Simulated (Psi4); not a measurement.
**SnO (tin(ii) oxide): HF/def2-TZVPP (core potential, sweep point 4)**

What is the vertical ionisation energy of SnO (tin(ii) oxide) at HF/def2-TZVPP (core potential, sweep point 4)? 

The results are computed with Psi4 1.11.

## (1) The molecule

The species is SnO (2 atoms), meant as a singlet with charge 0. As SMILES, `[O]=[Sn]`. The shape is that of a PBE0-D4/def2-TZVP optimisation.

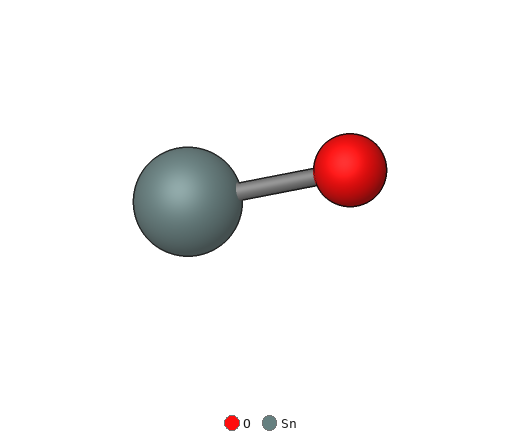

The structure, seen from a chosen angle (oxygen red, tin teal).

## (2) A single-point energy at HF/def2-TZVPP (core potential, sweep point 4)

job.dat

```
memory 1600 mb

molecule {
  0 1
  O      0.000000     0.000000    -0.007080
  Sn     0.000000     0.000000     1.810660
  units angstrom
  symmetry c1
}

set puream true
set scf_type pk

e_tot, wfn = energy('scf/def2-TZVPP', return_wfn=True)
```

The run is started by

```
$ psi4 job.dat job.out -n 1
```

job.out:

```text
[...]
    !!!  WARNING: ECP capability is in beta. Please check occupations closely.  !!!
[...]
  Running in c1 symmetry.
[...]
  Nuclear repulsion =   51.236804536358335
[...]
  Multiplicity = 1
[...]
  Nalpha       = 15
  Nbeta        = 15
[...]
    Number of basis functions: 81
[...]
 WARNING: Atomic UHF is not converging! Try casting from a smaller basis or call Rob at CCMST.
   -------------------------
[...]
   @RHF iter   1:  -287.91236933274081   -1.65827e+00   1.01006e-02 DIIS/ADIIS
[...]
   @RHF iter  10:  -288.21865037527158   -6.56472e-08   3.38834e-07 DIIS
[...]
    Orbital Energies [Eh]
    ---------------------
    Doubly Occupied:
       1A    -20.495846     2A     -5.880306     3A     -4.071968
       4A     -4.071967     5A     -4.058265     6A     -1.356283
       7A     -1.341767     8A     -1.341767     9A     -1.328528
      10A     -1.328526    11A     -1.143318    12A     -0.554362
      13A     -0.402286    14A     -0.402261    15A     -0.382556
[...]
  @RHF Final Energy:  -288.21865037527158
   => Energetics <=
    Nuclear Repulsion Energy =             51.2368045363583349
    One-Electron Energy =                -582.5908843348664732
    Two-Electron Energy =                 243.1354294232365021
    Total Energy =                       -288.2186503752716362
[...]
 Multipole Moments:
 ------------------------------------------------------------------------------------
     Multipole            Electronic (a.u.)      Nuclear  (a.u.)        Total (a.u.)
 ------------------------------------------------------------------------------------
 L = 1.  Multiply by 2.5417464519 to convert [e a0] to [Debye]
 Dipole X            :         -0.0000003            0.0000000           -0.0000003
 Dipole Y            :          0.0000003            0.0000000            0.0000003
 Dipole Z            :         17.4067395          -15.3512859            2.0554536
 Magnitude           :                                                    2.0554536
[...]
```

It took 3.9 s on 1 thread of Intel Xeon at 2.70GHz, shared host; peak memory 0.29 GiB.

## (3) The doublet cation

job.inp

```
memory 1600 mb

molecule {
  1 2
  O      0.000000     0.000000    -0.007080
  Sn     0.000000     0.000000     1.810660
  units angstrom
  symmetry c1
}

set basis def2-TZVPP
set reference uhf
set puream true
set scf_type pk
set maxiter 100

energy("scf")
print_variables()
```

The run is started by

```
$ psi4 -i job.inp -o job.out -n 1
```

job.out:

```text
[...]
    !!!  WARNING: ECP capability is in beta. Please check occupations closely.  !!!
[...]
  Running in c1 symmetry.
[...]
  Nuclear repulsion =   51.236804536358335
[...]
  Multiplicity = 2
[...]
  Nalpha       = 15
  Nbeta        = 14
[...]
    Number of basis functions: 81
[...]
 WARNING: Atomic UHF is not converging! Try casting from a smaller basis or call Rob at CCMST.
   -------------------------
[...]
   @UHF iter   1:  -287.53727359531155   -1.28317e+00   9.61267e-03 ADIIS/DIIS
[...]
   @UHF iter  15:  -287.92248924248219   -2.38500e-08   3.18846e-07 DIIS
[...]
   @S^2 Observed:                7.908104362E-01
[...]
    Orbital Energies [Eh]
    ---------------------
    Alpha Occupied:
       1A    -20.839038     2A     -6.178707     3A     -4.365648
       4A     -4.365648     5A     -4.364933     6A     -1.684373
       7A     -1.632189     8A     -1.632189     9A     -1.629434
      10A     -1.629434    11A     -1.515919    12A     -0.932983
      13A     -0.769811    14A     -0.769811    15A     -0.707615
    Alpha Virtual:
      16A     -0.221209    17A     -0.221209    18A     -0.114881
      19A      0.000386    20A      0.000386    21A      0.015775
      22A      0.064908    23A      0.064908    24A      0.087233
      25A      0.120697    26A      0.120697    27A      0.179369
[...]
  @UHF Final Energy:  -287.92248924248219
   => Energetics <=
    Nuclear Repulsion Energy =             51.2368045363583349
    One-Electron Energy =                -573.5118302085329560
    Two-Electron Energy =                 234.3525364296924067
    Total Energy =                       -287.9224892424821860
  UHF NO Occupations:
  HONO-2 :   13  A 1.9961665
  HONO-1 :   14  A 1.9885739
[...]
 Multipole Moments:
 ------------------------------------------------------------------------------------
     Multipole            Electronic (a.u.)      Nuclear  (a.u.)        Total (a.u.)
 ------------------------------------------------------------------------------------
 L = 1.  Multiply by 2.5417464519 to convert [e a0] to [Debye]
 Dipole X            :          0.0002419            0.0000000            0.0002419
 Dipole Y            :         -0.0001406            0.0000000           -0.0001406
 Dipole Z            :         16.6206564          -15.3512859            1.2693705
 Magnitude           :                                                    1.2693705
[...]
```

Run time: 5.7 s. Hardware: 1 thread of Intel Xeon at 2.70GHz, shared host; peak memory 0.29 GiB.

## (4) What came out

Level: HF/def2-TZVPP (core potential, sweep point 4).

| quantity | value |
| --- | --- |
| singlet SnO: total energy | -288.21865 Eh |
| singlet SnO: dipole moment | 5.22 D |
| singlet SnO: HOMO energy | -10.41 eV |
| singlet SnO: LUMO energy | 0.27 eV |
| singlet SnO: HOMO–LUMO gap | 10.68 eV |
| doublet cation: total energy | -287.92249 Eh |
| doublet cation: HOMO energy (highest over α and β) | -19.26 eV |
| doublet cation: LUMO energy (lowest over α and β) | -6.24 eV |
| doublet cation: ⟨S²⟩ | 0.791 |
| vertical ionisation energy (to the doublet cation) | 8.059 eV |

In words: The vertical ionisation energy comes to 8.06 eV (186 kcal/mol). The negative HOMO energy of the first species, 10.41 eV, lies 2.35 eV above that difference.
